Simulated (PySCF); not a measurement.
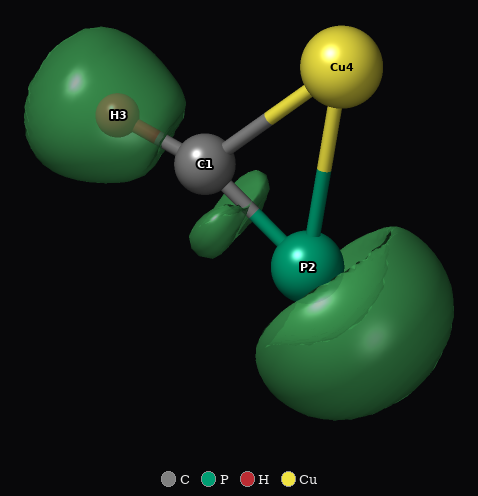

The picture shows: CHCuP (charge +1). Isosurface of the electron localisation function at 0.85 (green), seen at a tilt. Core shells and regions of very low density are left out.

Geometry: PBE0-D3(BJ)/def2-SVP.

Method: DFT single point, gas phase, functional wB97X in PySCF 2.14.0, density-fitted response routines.

Question: Identify the bonds, lone pairs and shells in this picture.

Answer: The ELF exceeds this value in one region between bonded C–P atoms (shared pairs), one region around a hydrogen nucleus and one lobe on P, pointing away from the bonds (lone pairs). Along the contacts the grid gives the following. C–P (1.58 Å): the ELF peaks at about 0.90 between the atoms: localised, covalent bonding. C–Cu (2.01 Å): the ELF peaks at about 0.75 in the valence shell of C, 0.7 Å from its nucleus, and is about 0.30 at the midpoint.
